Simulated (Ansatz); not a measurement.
## BaTiO3 (P4/mmm): least direct gap against volume

The cell of BaTiO3 (P4/mmm) is scaled evenly and the response computed anew at each volume, on one mesh. The atoms keep their fractional positions.

Cell: a, b, c = 4.000, 4.000, 4.018 Å (primitive vectors), 5 atoms.

Method: Ansatz 0.2.0, PBE, independent particles, k-mesh 6×6×6 with interpolation inside its cells, Gaussian parameter 0.1 eV.

Launch of the response step: `ansatz run input.yaml --threads 4 --pin off --max-ram 8192MiB --backend cpu --events-out ev --progress --plain --runs-dir out`. The series took 6.5 min in all, on 4 threads of Intel(R) Xeon(R) Processor @ 2.50GHz (Skylake/Cascade Lake), on a shared host.

```tsv
V/V₀	V (Å³, primitive cell)	least direct gap (eV)
0.94	60.42	?
0.96	61.71	1.9493
0.98	63.00	1.9301
1.00	64.28	1.9085
1.02	65.57	1.8860
1.04	66.85	1.8621
1.06	68.14	1.8372
```

For small changes the quantity should be close to linear in ln V.

Working, on the rows shown:

| x = ln(V/V₀) | y = least direct gap |
| --- | --- |
| -0.040822 | 1.9493 |
| -0.0202027 | 1.9301 |
| 0 | 1.9085 |
| 0.0198026 | 1.886 |
| 0.0392207 | 1.8621 |
| 0.0582689 | 1.8372 |

Means: x̄ = 0.0093779, ȳ = 1.8955. Σ(x − x̄)(y − ȳ) = -0.007792, Σ(x − x̄)² = 0.006873. Slope = -0.007792 / 0.006873 = -1.134; intercept = ȳ − slope · x̄ = 1.9062. The line misses the rows shown by at most 0.0032 eV.

Question: Fill in the last column of the withheld row.

Answer: At x = -0.061875 the line gives y = 1.9763 eV. The run gave 1.9667 eV, so the extrapolation is off by 0.0096 eV, 7 % of the range in the table. Beyond its data the fit drifts from the curve.

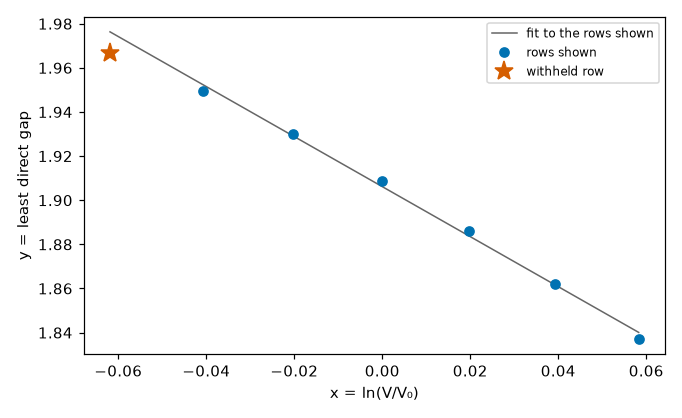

Between the rows on either side of x = 0 the slope is (1.886 − 1.9301) / (0.019803 − (-0.020203)) = -1.102. That is a volume deformation potential of -1.1 eV: the least direct gap on this mesh widens by 11 meV for each per cent of compression. PBE gaps are as a rule too small. Spin-orbit coupling is left out.

[Logs are printed without paths, hosts, clocks, repeated set-up lines and the standing remarks that a program may print on its own settings, such as how far it seeks lower states.]
